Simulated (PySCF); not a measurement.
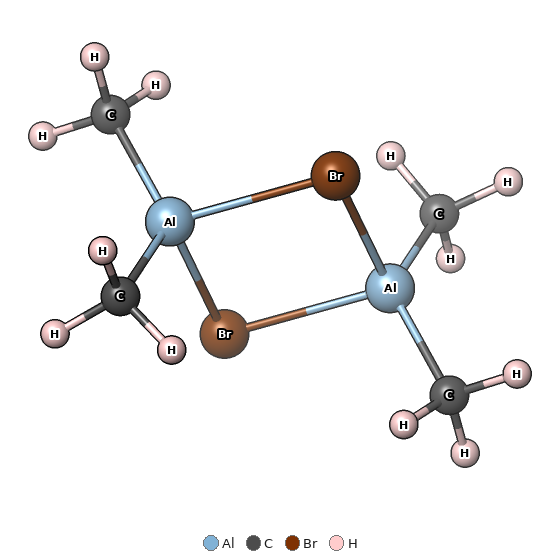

Geometry used (C₄H₁₂Al₂Br₂, singlet).

Vertical TDDFT excitations, B3LYP/def2-SVPD with PySCF 2.14.0, at a PBE0-D3(BJ)/def2-SVP geometry (no frequency check), gas phase.

> Predict the low-lying singlet excitations and the spectrum.

The lowest singlet lies at 6.29 eV (197 nm, f = 0.168) (S2 lies within 0.06 eV, too close to order); the brightest of the first 15 is S7/S8 at 7.08 eV (175 nm), f = 0.196, mainly HOMO/HOMO−2 → LUMO+3/LUMO. No singlet lies below 3.1 eV (beyond 400 nm), so at this level no vertical transition falls in the visible.


| state | E (eV) | λ (nm) | f | main character |
| --- | --- | --- | --- | --- |
| S1 | 6.29 | 197 | 0.168 | HOMO → LUMO (97 %) |
| S2 | 6.34 | 196 | 0.000 | HOMO → LUMO+1 (97 %) |
| S3 | 6.49 | 191 | 0.000 | HOMO → LUMO+2 (75 %) |
| S4 | 6.68 | 186 | 0.000 | HOMO−1 → LUMO (72 %) |
| S5 | 6.72 | 185 | 0.000 | HOMO−1 → LUMO+1 (96 %) |
| S6 | 6.90 | 180 | 0.002 | HOMO−1 → LUMO+2 (78 %) |
| S7/S8 | 7.08 | 175 | 0.196 | HOMO/HOMO−2 → LUMO+3/LUMO |
| S9 | 7.16 | 173 | 0.000 | HOMO−2 → LUMO+1 (98 %) |
| S10 | 7.25 | 171 | 0.044 | HOMO → LUMO+4 (72 %) |
| S11 | 7.32 | 169 | 0.000 | HOMO−3 → LUMO (96 %) |
| S12 | 7.42 | 167 | 0.000 | HOMO−2 → LUMO+2 (78 %) |
| S13 | 7.43 | 167 | 0.015 | HOMO−1 → LUMO+3 (46 %) |
| S14/S15 | 7.51 | 165 | 0.112 | HOMO−3 → LUMO+1/LUMO+2 |

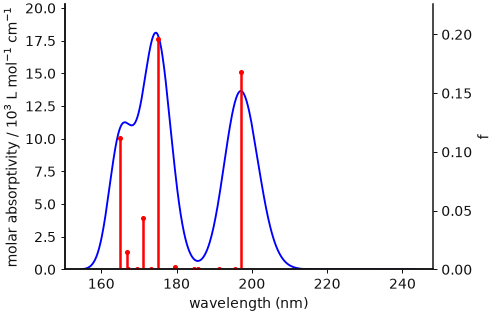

Only the first 15 singlet excitations are included; each is broadened by a Gaussian of 1/e half-width 0.20 eV. Sticks give oscillator strengths (right axis). States within 0.01 eV of each other are merged, with their strengths summed.

Note: states above the negative HOMO energy depend on the basis; spin-orbit coupling is left out, and with Br it can shift these levels and split any degenerate set; core orbitals are frozen in the response.
